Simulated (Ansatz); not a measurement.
WH3ClO2F4: geometry relaxation (part 1 of 2)

The run: geometry relaxation of WH3ClO2F4. Method and program: RHF/def2-SVP (Ansatz 0.2.0).

It belongs to a series of runs on one base structure; here: end point B relaxed. Figures and captions count atoms from 1; the log counts them from 0 in places.

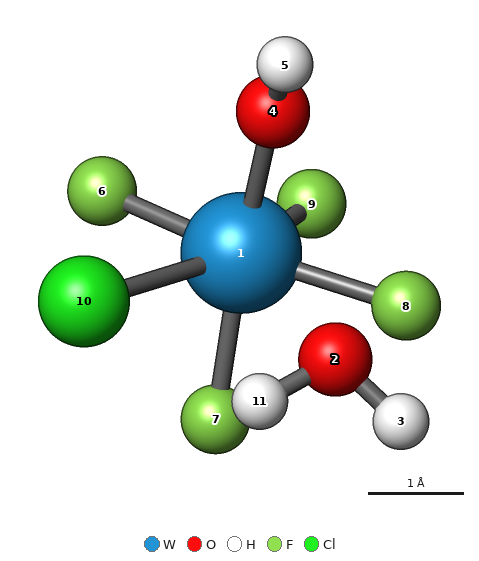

Fig. 1: The structure as given in the input (ball-and-stick view, seen at an oblique angle; atoms are numbered from 1 in the order of the input). Sticks mark near contacts.

## The input
```yaml
crystal:
  periodic: [false, false, false]
  atoms:
    - { symbol: W, position_ang: [0.133543, 0.358508, -0.406431] }
    - { symbol: O, position_ang: [0.454508, -0.418993, 2.6329] }
    - { symbol: H, position_ang: [-0.224944, -0.919079, 3.07193] }
    - { symbol: O, position_ang: [1.77677, -0.385542, -0.330782] }
    - { symbol: H, position_ang: [2.578706, -0.66591, 0.115093] }
    - { symbol: F, position_ang: [0.526337, 1.642312, -1.676361] }
    - { symbol: F, position_ang: [-1.493458, 1.091658, 0.052936] }
    - { symbol: F, position_ang: [-0.570642, -1.186179, 0.323619] }
    - { symbol: F, position_ang: [-0.47729, -0.424026, -1.966426] }
    - { symbol: Cl, position_ang: [0.979749, 2.024048, 1.072999] }
    - { symbol: H, position_ang: [0.461321, 0.449104, 3.062322] }
basis:
  gaussian: { orbitals: def2-SVP }
hamiltonian:
  xc: hf
relax:
  f_tol: 0.03
  max_steps: 50
```

Command:
```bash
ansatz run input.yaml --threads 4 --pin off --max-ram 5120MiB --backend cpu --events-out ev --progress --plain --runs-dir out
```

## Log
```
The last accepted step is kept in [file] (removed where the run ends without a failure and the disk answers)
Engine: ansatz 0.2.0, aarch64-unknown-linux-gnu
Functional definition: HF
  exchange = exact_x
  correlation = 0
1535 factors; integrals over basis functions are off by at most 4.5e-4 eV
mean field evaluation 1: about -29231.2069 eV, gradient 8.2e1 eV
mean field evaluation 2: about -29231.4876 eV, gradient 8.2e1 eV
mean field evaluation 4: about -29243.6950 eV, gradient 7.5e0 eV
mean field evaluation 8: about -29243.8598 eV, gradient 8.9e-1 eV
mean field evaluation 16: about -29243.8629 eV, gradient 2.7e-5 eV
mean field -29243.86286733 eV, -1074.6921381721 hartree, gradient 2.7e-5 eV, S^2 0.000000; 0 other end points of the search recorded, 0 dependent functions left out
the calculation of the forces begins
reference -29243.86286733 eV, -1074.6921381721 hartree; 43, 43 occupied and 106, 106 virtual orbitals, 1535 factors
relax step   1: F+E_penalty+E_count = -29243.86286733 eV  Δ(F+E_penalty+E_count) = +0.000e0 eV  max|allowed force component| = 1.188e0 eV/Å  Δτ_max = 0.0000 Å  (50 SCF iters, accepted)
these checks for a lower state are left out or cut short: starts, cluster_reference, orbital_swaps, neighbouring_geometries, increment
1535 factors; integrals over basis functions are off by at most 4.5e-4 eV
mean field -29243.92761559 eV, -1074.6945176269 hartree, gradient 2.6e-5 eV, S^2 0.000000; 0 other end points of the search recorded, 0 dependent functions left out
[... from here on the field's lines of each further geometry are left out, up to the last ...]
relax step   2: F+E_penalty+E_count = -29243.92761559 eV  Δ(F+E_penalty+E_count) = -6.475e-2 eV  max|allowed force component| = 9.138e-1 eV/Å  Δτ_max = 0.1950 Å  (42 SCF iters, accepted)
relax step   3: F+E_penalty+E_count = -29243.99450308 eV  Δ(F+E_penalty+E_count) = -6.689e-2 eV  max|allowed force component| = 1.353e0 eV/Å  Δτ_max = 0.1897 Å  (42 SCF iters, accepted)
relax step   4: F+E_penalty+E_count = -29244.03760858 eV  Δ(F+E_penalty+E_count) = -4.311e-2 eV  max|allowed force component| = 1.587e0 eV/Å  Δτ_max = 0.1944 Å  (42 SCF iters, accepted)
relax step   5: F+E_penalty+E_count = -29244.03788824 eV  Δ(F+E_penalty+E_count) = -2.797e-4 eV  max|allowed force component| = 2.722e0 eV/Å  Δτ_max = 0.1983 Å  (43 SCF iters, accepted)
relax step   6: F+E_penalty+E_count = -29244.19919934 eV  Δ(F+E_penalty+E_count) = -1.613e-1 eV  max|allowed force component| = 9.821e-1 eV/Å  Δτ_max = 0.2000 Å  (43 SCF iters, accepted)
relax step   7: F+E_penalty+E_count = -29244.28749587 eV  Δ(F+E_penalty+E_count) = -8.830e-2 eV  max|allowed force component| = 5.117e-1 eV/Å  Δτ_max = 0.1959 Å  (43 SCF iters, accepted)
relax step   8: F+E_penalty+E_count = -29244.36200328 eV  Δ(F+E_penalty+E_count) = -7.451e-2 eV  max|allowed force component| = 6.441e-1 eV/Å  Δτ_max = 0.1945 Å  (43 SCF iters, accepted)
relax step   9: F+E_penalty+E_count = -29244.42877328 eV  Δ(F+E_penalty+E_count) = -6.677e-2 eV  max|allowed force component| = 5.298e-1 eV/Å  Δτ_max = 0.1952 Å  (43 SCF iters, accepted)
relax step  10: F+E_penalty+E_count = -29244.48915620 eV  Δ(F+E_penalty+E_count) = -6.038e-2 eV  max|allowed force component| = 9.142e-1 eV/Å  Δτ_max = 0.1910 Å  (44 SCF iters, accepted)
relax step  11: F+E_penalty+E_count = -29244.55393616 eV  Δ(F+E_penalty+E_count) = -6.478e-2 eV  max|allowed force component| = 6.687e-1 eV/Å  Δτ_max = 0.1946 Å  (43 SCF iters, accepted)
relax step  12: F+E_penalty+E_count = -29244.58480885 eV  Δ(F+E_penalty+E_count) = -3.087e-2 eV  max|allowed force component| = 1.013e0 eV/Å  Δτ_max = 0.1950 Å  (44 SCF iters, accepted)
relax step  13: F+E_penalty+E_count = -29244.59382539 eV  Δ(F+E_penalty+E_count) = -9.017e-3 eV  max|allowed force component| = 8.908e-1 eV/Å  Δτ_max = 0.1943 Å  (43 SCF iters, accepted)
relax step  14: F+E_penalty+E_count = -29244.60888923 eV  Δ(F+E_penalty+E_count) = -1.506e-2 eV  max|allowed force component| = 6.842e-1 eV/Å  Δτ_max = 0.2000 Å  (42 SCF iters, accepted)
relax step  15: F+E_penalty+E_count = -29244.65099056 eV  Δ(F+E_penalty+E_count) = -4.210e-2 eV  max|allowed force component| = 1.740e-1 eV/Å  Δτ_max = 0.1998 Å  (44 SCF iters, accepted)
relax step  16: F+E_penalty+E_count = -29244.66785575 eV  Δ(F+E_penalty+E_count) = -1.687e-2 eV  max|allowed force component| = 9.113e-2 eV/Å  Δτ_max = 0.1612 Å  (42 SCF iters, accepted)
relax step  17: F+E_penalty+E_count = -29244.66764318 eV  Δ(F+E_penalty+E_count) = +2.126e-4 eV  max|allowed force component| = 5.763e-1 eV/Å  Δτ_max = 0.1951 Å  (43 SCF iters, rejected (line search))
relax step  18: F+E_penalty+E_count = -29244.67653736 eV  Δ(F+E_penalty+E_count) = -8.682e-3 eV  max|allowed force component| = 1.017e-1 eV/Å  Δτ_max = 0.0973 Å  (44 SCF iters, accepted)
relax step  19: F+E_penalty+E_count = -29244.68212531 eV  Δ(F+E_penalty+E_count) = -5.588e-3 eV  max|allowed force component| = 1.170e-1 eV/Å  Δτ_max = 0.0990 Å  (43 SCF iters, accepted)
relax step  20: F+E_penalty+E_count = -29244.68197214 eV  Δ(F+E_penalty+E_count) = +1.532e-4 eV  max|allowed force component| = 4.283e-1 eV/Å  Δτ_max = 0.1145 Å  (44 SCF iters, rejected (line search))
relax step  21: F+E_penalty+E_count = -29244.68692948 eV  Δ(F+E_penalty+E_count) = -4.804e-3 eV  max|allowed force component| = 5.402e-2 eV/Å  Δτ_max = 0.0572 Å  (44 SCF iters, accepted)
relax step  22: F+E_penalty+E_count = -29244.69053469 eV  Δ(F+E_penalty+E_count) = -3.605e-3 eV  max|allowed force component| = 1.513e-1 eV/Å  Δτ_max = 0.0715 Å  (43 SCF iters, accepted)
relax step  23: F+E_penalty+E_count = -29244.69028380 eV  Δ(F+E_penalty+E_count) = +2.509e-4 eV  max|allowed force component| = 3.930e-1 eV/Å  Δτ_max = 0.1082 Å  (43 SCF iters, rejected (line search))
relax step  24: F+E_penalty+E_count = -29244.69287083 eV  Δ(F+E_penalty+E_count) = -2.336e-3 eV  max|allowed force component| = 1.035e-1 eV/Å  Δτ_max = 0.0521 Å  (42 SCF iters, accepted)
relax step  25: F+E_penalty+E_count = -29244.69421108 eV  Δ(F+E_penalty+E_count) = -1.340e-3 eV  max|allowed force component| = 1.150e-1 eV/Å  Δτ_max = 0.0547 Å  (43 SCF iters, accepted)
relax step  26: F+E_penalty+E_count = -29244.69467894 eV  Δ(F+E_penalty+E_count) = -4.679e-4 eV  max|allowed force component| = 2.869e-1 eV/Å  Δτ_max = 0.0693 Å  (43 SCF iters, accepted)
relax step  27: F+E_penalty+E_count = -29244.69562714 eV  Δ(F+E_penalty+E_count) = -9.482e-4 eV  max|allowed force component| = 1.429e-1 eV/Å  Δτ_max = 0.0121 Å  (43 SCF iters, accepted)
relax step  28: F+E_penalty+E_count = -29244.69622294 eV  Δ(F+E_penalty+E_count) = -5.958e-4 eV  max|allowed force component| = 4.786e-2 eV/Å  Δτ_max = 0.0327 Å  (44 SCF iters, accepted)
relax step  29: F+E_penalty+E_count = -29244.69687564 eV  Δ(F+E_penalty+E_count) = -6.527e-4 eV  max|allowed force component| = 9.579e-3 eV/Å  Δτ_max = 0.0244 Å  (43 SCF iters, accepted)
relax step  30: F+E_penalty+E_count = -29244.69704835 eV  Δ(F+E_penalty+E_count) = -1.727e-4 eV  max|allowed force component| = 3.565e-2 eV/Å  Δτ_max = 0.0388 Å  (42 SCF iters, accepted)
relax step  31: F+E_penalty+E_count = -29244.69709137 eV  Δ(F+E_penalty+E_count) = -4.302e-5 eV  max|allowed force component| = 3.522e-2 eV/Å  Δτ_max = 0.0238 Å  (43 SCF iters, accepted)
the calculation of the forces begins
reference -29244.69723140 eV, -1074.7228004862 hartree; 43, 43 occupied and 106, 106 virtual orbitals, 1535 factors
relax step  32: F+E_penalty+E_count = -29244.69723140 eV  Δ(F+E_penalty+E_count) = -1.400e-4 eV  max|allowed force component| = 1.235e-2 eV/Å  Δτ_max = 0.0062 Å  (44 SCF iters, accepted)
1535 factors; integrals over basis functions are off by at most 4.8e-4 eV
mean field evaluation 320: about -29244.6972 eV, gradient 7.9e-3 eV
```

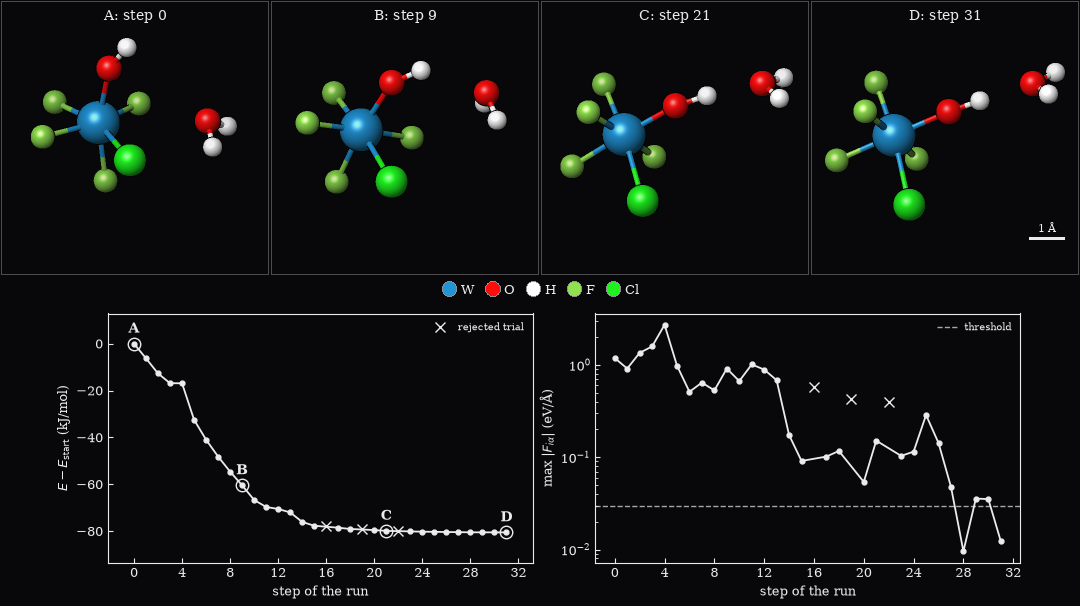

Fig. 2: Frames of the relaxation (ball-and-stick view, seen at a tilt) above the curves, on which the letters mark them (the first geometry is step 0 here and step 1 in the log).

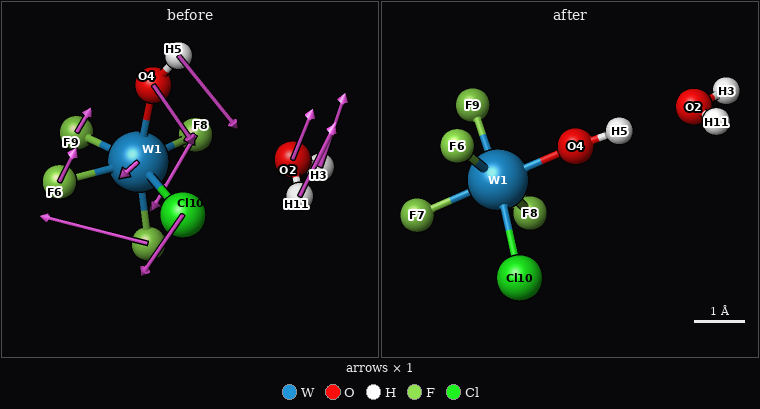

Fig. 3: Before (left) and after (right) the relaxation, at one scale (ball-and-stick view, seen at a tilt). The pink arrows give the displacements, at true length. Over 31 geometry steps the energy falls by 80.5 kJ/mol. Largest force component: 1.2 eV/Å at the start, 0.012 eV/Å at the end. The line search rejected the trial steps at points 16, 19, 22 (counted from 0) and went back. The largest move after the best rigid fit is that of F7, 2.33 Å. Largest moves by element: F 2.33 Å, H 2.14 Å, Cl 1.84 Å, O 1.62 Å, W 0.58 Å. Distances before and after: W1–Cl10 2.383 → 2.316 Å, W1–O4 1.805 → 1.775 Å, O2–H11 0.969 → 0.947 Å, O4–H5 0.959 → 0.975 Å. Among the angles that change: F8–W1–Cl10 118.3° → 91.4°, W1–O4–H5 154.2° → 176.1°, O4–W1–F7 163.2° → 179.6°. (Atoms are counted from 1 in the order of the input.)
